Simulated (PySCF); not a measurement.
# O3: the cost of one run

Method: levels as typed in each script, gas phase, geometry from GFN2-xTB; program: PySCF 2.14.0.

**1. The system as given**

SMILES `O=[O+][O-]`, 3 atoms, charge 0, spin multiplicity 1.

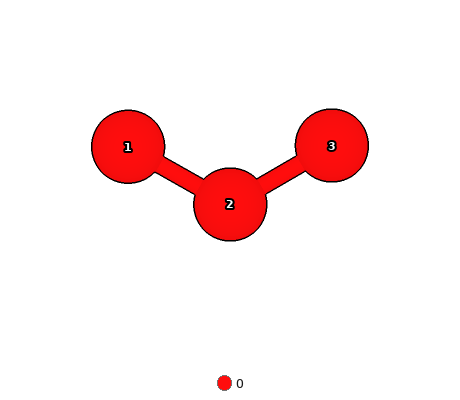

The geometry (oxygen red); atoms are numbered from 1 in the order of the file.

As a file:

```
atom     x (Å)     y (Å)    z (Å)
  O1   1.07254  -0.20490  0.00000
  O2   0.00001   0.40980  0.00000
  O3  -1.07255  -0.20490  0.00000
```

**2. Density, bond paths and surface potential (PBE0/def2-tzvp)**

The input, input.py:

```python
import numpy as np
from pyscf import gto, scf, dft
from pyscf.scf import atom_ks, atom_hf
from scipy.linalg import block_diag

def solve(mol, dm0=None, hcore=None):
    mf = (dft.UKS if mol.spin else dft.RKS)(mol, xc='pbe0')
    mf.grids.level = 3
    mf = mf.density_fit(auxbasis='def2-universal-jkfit')
    mf.conv_tol, mf.max_cycle = 1e-8, 80
    if hcore is not None:
        mf.get_hcore = lambda *args: hcore
    mf.kernel(dm0)
    if not mf.converged:
        mf = mf.newton().run(mf.mo_coeff, mf.mo_occ, max_cycle=30)
    assert mf.converged, 'SCF not converged'
    return mf

mol = gto.M(atom='''
O      1.07254    -0.20490     0.00000
O      0.00001     0.40980     0.00000
O     -1.07255    -0.20490     0.00000
''', basis='def2-tzvp', charge=0, spin=0, verbose=4)
mf = solve(mol)
mf.analyze()
# spherically averaged free atoms, for the promolecule
atm = atom_ks.get_atm_nrks(mol, xc='pbe0')
pro = block_diag(*[(atm[a[0]][2] * atm[a[0]][3]) @ atm[a[0]][2].T for a in mol._atom])
np.savez('result.npz', e=mf.e_tot, c=mf.mo_coeff, occ=mf.mo_occ, eps=mf.mo_energy, pro=pro, dip=mf.dip_moment(verbose=0), s2=mf.spin_square()[0])
```

Command:

```sh
OMP_NUM_THREADS=1 python input.py
```

**Question.** How long does this run take on 1 thread of AMD EPYC 9R45 (Zen 5), shared host, and how much memory does it need?

About 1.8 s, with a peak of 0.27 GiB.
